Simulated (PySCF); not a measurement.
```yaml
atoms:
  - { symbol: C, position_ang: [2.0818, 0.0949, -0.1996] }
  - { symbol: C, position_ang: [0.7699, 0.0794, -0.0419] }
  - { symbol: C, position_ang: [-0.2417, -0.8295, -0.7052] }
  - { symbol: C, position_ang: [-1.5258, -0.2836, -0.0428] }
  - { symbol: Si, position_ang: [-0.5336, 1.0130, 0.9642] }
  - { symbol: H, position_ang: [2.7095, 0.7931, 0.3296] }
  - { symbol: H, position_ang: [2.5900, -0.5893, -0.8648] }
  - { symbol: H, position_ang: [-0.2431, -0.7187, -1.7903] }
  - { symbol: H, position_ang: [-0.0604, -1.8809, -0.4788] }
  - { symbol: H, position_ang: [-2.0532, -1.0378, 0.5373] }
  - { symbol: H, position_ang: [-2.2345, 0.1160, -0.7649] }
  - { symbol: H, position_ang: [-0.5017, 0.8255, 2.4155] }
  - { symbol: H, position_ang: [-0.7614, 2.4184, 0.6241] }
```

Geometry: GFN2-xTB.

The calculation used PBE0/pcSseg-1, SCF density, gas phase, non-relativistic in PySCF.

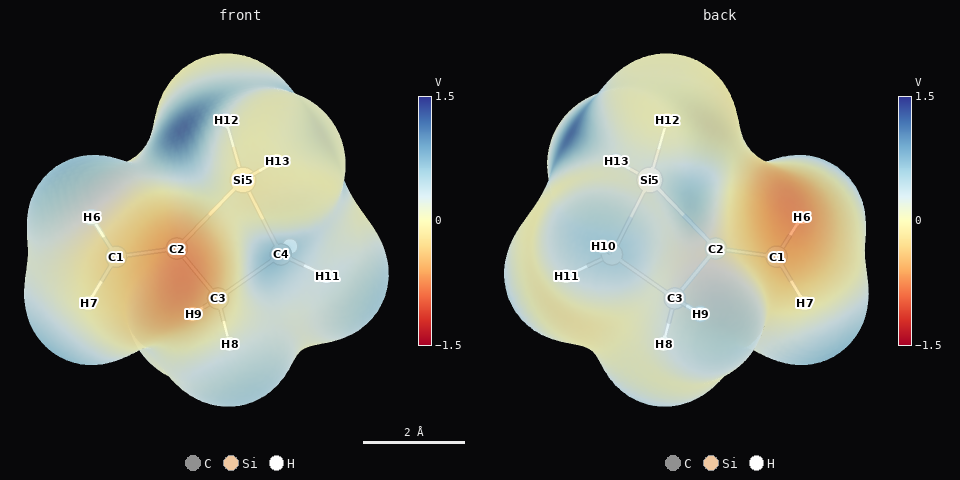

C4H8Si (SMILES C=C1CC[SiH2]1). The electrostatic potential painted on the density surface at 0.002 e/bohr³, seen from the front and from behind; red is negative and blue positive.

Q: Describe the electrostatic potential map.

A: The most negative region (about −0.7 V) lies over the π face of C1 and C2, the most positive (about +1.2 V) over Si5.

Q: How polar is the molecule by this calculation?

A: Its dipole moment is 0.28 D.
